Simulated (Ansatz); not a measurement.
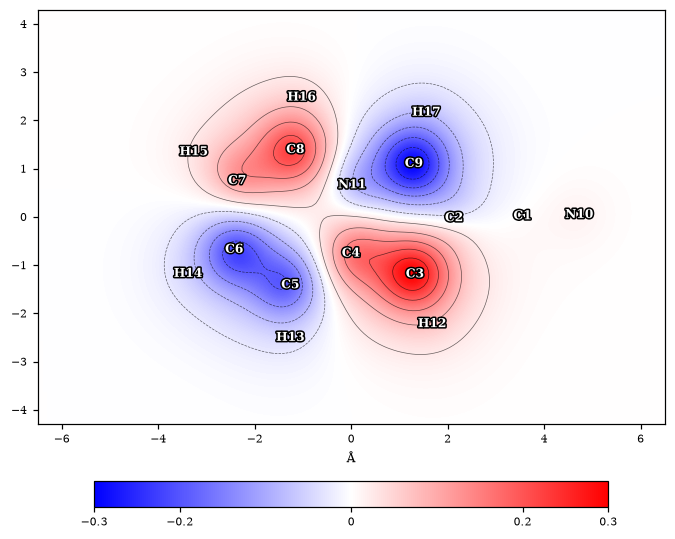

Figure 1: C₉H₆N₂. The HOMO on a plane 0.8 Å above the molecular plane (values in Å⁻³ᐟ²; the overall sign is arbitrary).

Geometry: r2SCAN-D4/def2-SVP.

Computed with Ansatz 0.2.0, isolated molecule in a Gaussian basis; Kohn-Sham density functional theory, functional PBE0.

```xyz
17

C    -1.1284    2.6344   -2.9149
C    -0.9740    1.4119   -2.2091
C    -2.0110    0.6405   -1.6203
C    -1.4074   -0.4725   -1.0362
C    -1.8811   -1.5934   -0.3112
C    -0.9994   -2.5466    0.1429
C     0.3962   -2.4045   -0.1180
C     0.8659   -1.3272   -0.8165
C     0.2481    0.7670   -1.9809
N    -1.2597    3.6383   -3.4936
N    -0.0135   -0.3708   -1.2728
H    -3.0737    0.8707   -1.6226
H    -2.9551   -1.6737   -0.1277
H    -1.3605   -3.4125    0.7024
H     1.1086   -3.1525    0.2357
H     1.9192   -1.1590   -1.0495
H     1.2587    1.0430   -2.2724
```

Question: Describe this orbital and give its energy.

Answer: By Hirshfeld shares it lies mainly on C3 (about 20 %), C9 (about 20 %), C6 (about 10 %), C8 (about 10 %), C5 (about 10 %) and C4 (about 10 %); it changes sign across the molecular plane (π type); π-bonding across C3–C4 and C5–C6; π-antibonding (a node) across C4–C5. Its energy is −6.24 eV.
